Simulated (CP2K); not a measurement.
# Si2H6 (disilane) at r2SCAN/TZV2P-MOLOPT-SCAN-GTH (core potential)

What is the energy change on altering one bond length of Si2H6 (disilane) at r2SCAN/TZV2P-MOLOPT-SCAN-GTH (core potential)? 

Program for the calculation: CP2K 2026.2.

### 1 The molecule

Si2H6 has 8 atoms, charge 0, and is taken as a singlet. SMILES: `[SiH3][SiH3]`. The shape is that of a PBE0-D4/def2-TZVP optimisation.

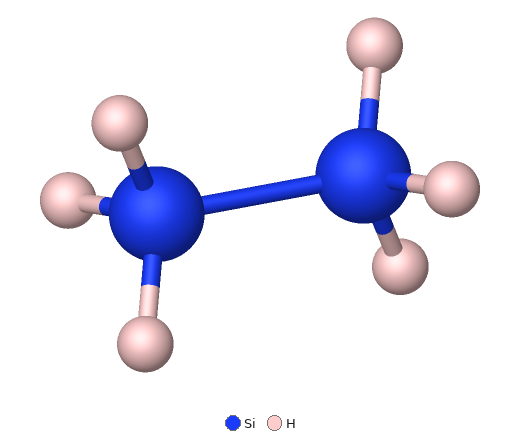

The structure, seen from a chosen angle (silicon blue, hydrogen pink).

### 2 A single-point energy at r2SCAN/TZV2P-MOLOPT-SCAN-GTH (core potential)

mol.inp

```
&FORCE_EVAL
  METHOD QUICKSTEP
  &DFT
    BASIS_SET_FILE_NAME BASIS_MOLOPT_UZH
    POTENTIAL_FILE_NAME POTENTIAL_UZH
    CHARGE 0
    MULTIPLICITY 1
    &QS
      METHOD GPW
      EPS_DEFAULT 1.0E-10
    &END QS
    &MGRID
      CUTOFF 550
      REL_CUTOFF 50
      NGRIDS 4
    &END MGRID
    ! cluster boundary conditions
    &POISSON
      PERIODIC NONE
      POISSON_SOLVER MULTIPOLE
    &END POISSON
    &SCF
      SCF_GUESS ATOMIC
      EPS_SCF 1.0E-06
      MAX_SCF 150
      ADDED_MOS 10
      &DIAGONALIZATION
        ALGORITHM STANDARD
      &END DIAGONALIZATION
      &MIXING
        METHOD DIRECT_P_MIXING
        ALPHA 0.4
      &END MIXING
    &END SCF
    &XC
      &XC_FUNCTIONAL
        &MGGA_X_R2SCAN
        &END MGGA_X_R2SCAN
        &MGGA_C_R2SCAN
        &END MGGA_C_R2SCAN
      &END XC_FUNCTIONAL
    &END XC
    &PRINT
      &MOMENTS
        PERIODIC F
        REFERENCE COM
        MAX_MOMENT 1
      &END MOMENTS
      &MO ON
        ENERGIES T
        OCCUPATION_NUMBERS T
        NDIGITS 6
        &EACH
          QS_SCF 0
        &END EACH
        ADD_LAST NUMERIC
      &END MO
      &HIRSHFELD OFF
      &END HIRSHFELD
    &END PRINT
  &END DFT
  &SUBSYS
    ! box in angstrom
    &CELL
      ABC [angstrom] 9.4 10.3 10.6
      PERIODIC NONE
    &END CELL
    &COORD
      Si     4.349450     5.648400     4.302900
      Si     5.053450     4.653800     6.298800
      H      5.523850     6.106400     3.512900
      H      3.577050     4.674300     3.485900
      H      3.481950     6.822300     4.589900
      H      5.828950     5.626800     7.114100
      H      5.918050     3.477700     6.011800
      H      3.878950     4.199000     7.090400
    &END COORD
    &KIND Si
      BASIS_SET TZV2P-MOLOPT-SCAN-GTH-q4
      POTENTIAL GTH-SCAN-q4
    &END KIND
    &KIND H
      BASIS_SET TZV2P-MOLOPT-SCAN-GTH-q1
      POTENTIAL GTH-SCAN-q1
    &END KIND
  &END SUBSYS
&END FORCE_EVAL

&GLOBAL
  PROJECT mol
  RUN_TYPE ENERGY
  PRINT_LEVEL MEDIUM
&END GLOBAL
```

Command:

```console
OMP_NUM_THREADS=1 cp2k.psmp -i mol.inp > mol.out 2>&1
```

Log:

```text
CP2K| version string:                                       CP2K version 2026.2
[...]
 GLOBAL| Method name                                                        CP2K
[...]
 GLOBAL| Run type                                                         ENERGY
[...]
 DFT| Spin restricted Kohn-Sham (RKS) calculation                            RKS
 DFT| Multiplicity                                                             1
[...]
 DFT| Charge                                                                   0
[...]
 FUNCTIONAL| MGGA_X_R2SCAN:
[...]
 FUNCTIONAL| MGGA_C_R2SCAN:
[...]
 QS| Method:                                                                 GPW
[...]
 QS| Density cutoff [a.u.]:                                                275.0
[...]
 QS| Relative density cutoff [a.u.]:                                        25.0
[...]
                             - Atoms:                                          8
[...]
                             - Spherical basis functions:                    142
[...]
 Number of electrons:                                                         14
[...]
     1 P_Mix/Diag. 0.40E+00    2.2     1.15049391       -10.8343901448 -1.08E+01
[...]
    12 DIIS/Diag.  0.60E-06    2.6     0.00000048       -11.3892568727 -1.00E-10
  *** SCF run converged in    12 steps ***
[...]
  Overlap energy of the core charge distribution:               0.00000005739927
  Self energy of the core charge distribution:                -28.88745928373893
  Core Hamiltonian energy:                                      7.23092336040970
  Hartree energy:                                              14.74902721233448
  Exchange-correlation energy:                                 -4.48174821908504
  Total energy:                                               -11.38925687268051
[...]
                     Mulliken Population Analysis
 #  Atom  Element  Kind  Atomic population                           Net charge
       1     Si       1          3.772330                              0.227670
       2     Si       1          3.772312                              0.227688
       3     H        2          1.075978                             -0.075978
       4     H        2          1.075956                             -0.075956
       5     H        2          1.075738                             -0.075738
       6     H        2          1.075968                             -0.075968
       7     H        2          1.075730                             -0.075730
       8     H        2          1.075987                             -0.075987
 # Total charge                             14.000000                 -0.000000
[...]
  Dipole moment [Debye]
    X= -0.9214087E-04 Y=  0.9808273E-04 Z=  0.1153400E-03  Total=      0.0001772
 ENERGY| Total FORCE_EVAL ( QS ) energy [hartree]            -11.389256872680512
[...]
```

Run time: 32 s. Hardware: 1 thread of Arm Neoverse V2, shared host; peak memory 1.3 GiB.

### 3 The distorted shape at the same level

calc.inp

```
&GLOBAL
   PROJECT calc
   RUN_TYPE ENERGY
   PRINT_LEVEL MEDIUM
&END GLOBAL

&FORCE_EVAL
   METHOD QS
   &DFT
      BASIS_SET_FILE_NAME BASIS_MOLOPT_UZH
      POTENTIAL_FILE_NAME POTENTIAL_UZH
      CHARGE 0
      MULTIPLICITY 1
      ! Quickstep
      &QS
         METHOD GPW
         EPS_DEFAULT 1.0E-10
      &END QS
      ! real-space grids
      &MGRID
         CUTOFF 550
         REL_CUTOFF 50
         NGRIDS 4
      &END MGRID
      &POISSON
         PERIODIC NONE
         POISSON_SOLVER MULTIPOLE
      &END POISSON
      &SCF
         SCF_GUESS ATOMIC
         EPS_SCF 1.0E-06
         MAX_SCF 80
         ADDED_MOS 5
         &DIAGONALIZATION
            ALGORITHM STANDARD
         &END DIAGONALIZATION
         &MIXING
            METHOD BROYDEN_MIXING
            ALPHA 0.2
            NBUFFER 4
         &END MIXING
      &END SCF
      &XC
         &XC_FUNCTIONAL
            &MGGA_X_R2SCAN
            &END MGGA_X_R2SCAN
            &MGGA_C_R2SCAN
            &END MGGA_C_R2SCAN
         &END XC_FUNCTIONAL
      &END XC
      ! extra output
      &PRINT
         &MOMENTS
            PERIODIC F
            REFERENCE COM
            MAX_MOMENT 1
         &END MOMENTS
         &MO ON
            ENERGIES T
            OCCUPATION_NUMBERS T
            NDIGITS 6
            &EACH
               QS_SCF 0
            &END EACH
            ADD_LAST NUMERIC
         &END MO
         &HIRSHFELD OFF
         &END HIRSHFELD
      &END PRINT
   &END DFT
   &SUBSYS
      &CELL
         ABC [angstrom] 9.7 10.7 10.6
         PERIODIC NONE
      &END CELL
      &COORD
         Si     4.629579     5.672310     4.302900
         Si     5.333579     4.677710     6.298800
         H      5.803979     6.130310     3.512900
         H      3.857179     4.698210     3.485900
         H      3.501821     7.198390     4.676003
         H      6.109079     5.650710     7.114100
         H      6.198179     3.501610     6.011800
         H      4.159079     4.222910     7.090400
      &END COORD
      &KIND Si
         BASIS_SET TZV2P-MOLOPT-SCAN-GTH-q4
         POTENTIAL GTH-SCAN-q4
      &END KIND
      &KIND H
         BASIS_SET TZV2P-MOLOPT-SCAN-GTH-q1
         POTENTIAL GTH-SCAN-q1
      &END KIND
   &END SUBSYS
&END FORCE_EVAL
```

Command:

```console
OMP_NUM_THREADS=1 cp2k.psmp calc.inp > calc.out
```

Log (excerpt; [...] marks lines left out):

```text
CP2K| version string:                                       CP2K version 2026.2
[...]
 GLOBAL| Method name                                                        CP2K
[...]
 GLOBAL| Run type                                                         ENERGY
[...]
 DFT| Spin restricted Kohn-Sham (RKS) calculation                            RKS
 DFT| Multiplicity                                                             1
[...]
 DFT| Charge                                                                   0
[...]
 FUNCTIONAL| MGGA_X_R2SCAN:
[...]
 FUNCTIONAL| MGGA_C_R2SCAN:
[...]
 QS| Method:                                                                 GPW
[...]
 QS| Density cutoff [a.u.]:                                                275.0
[...]
 QS| Relative density cutoff [a.u.]:                                        25.0
[...]
                             - Atoms:                                          8
[...]
                             - Spherical basis functions:                    142
[...]
 Number of electrons:                                                         14
[...]
     1 NoMix/Diag. 0.20E+00    2.5     1.15433516       -10.7935642249 -1.08E+01
[...]
    35 Broy./Diag. 0.20E+00    3.2     0.00000058       -11.3520626952  2.89E-07
  *** SCF run converged in    35 steps ***
[...]
  Overlap energy of the core charge distribution:               0.00000004783252
  Self energy of the core charge distribution:                -28.88745928373893
  Core Hamiltonian energy:                                      7.05623043869839
  Hartree energy:                                              14.88305349037852
  Exchange-correlation energy:                                 -4.40388738839420
  Total energy:                                               -11.35206269522370
[...]
                     Mulliken Population Analysis
 #  Atom  Element  Kind  Atomic population                           Net charge
       1     Si       1          3.861864                              0.138136
       2     Si       1          3.742816                              0.257184
       3     H        2          1.060738                             -0.060738
       4     H        2          1.060700                             -0.060700
[...]
  Dipole moment [Debye]
    X=  0.3733493E+00 Y= -0.5048939E+00 Z= -0.7031387E-02  Total=      0.6279785
 ENERGY| Total FORCE_EVAL ( QS ) energy [hartree]            -11.352062695223704
[...]
```

It took 1.8 min on 1 thread of Arm Neoverse V2, shared host; peak memory 2.1 GiB.

### 4 Results

Level: r2SCAN/TZV2P-MOLOPT-SCAN-GTH (core potential).

| quantity | value |
| --- | --- |
| first shape: total energy | -11.38926 Eh |
| first shape: dipole moment | 0.00 D |
| first shape: HOMO energy | -7.54 eV |
| first shape: LUMO energy | -0.08 eV |
| first shape: HOMO–LUMO gap | 7.45 eV |
| distorted shape: total energy | -11.35206 Eh |
| distorted shape: dipole moment | 0.63 D |
| distorted shape: HOMO energy | -7.47 eV |
| distorted shape: LUMO energy | -1.32 eV |
| distorted shape: HOMO–LUMO gap | 6.15 eV |
| energy change with the Si1–H5 bond stretched from 1.488 to 1.934 Å | 1.012 eV |

With the Si1–H5 bond stretched from 1.488 to 1.934 Å the energy rises by 1.01 eV (98 kJ/mol). The first shape isn't relaxed at this level, so the change isn't measured from a minimum.
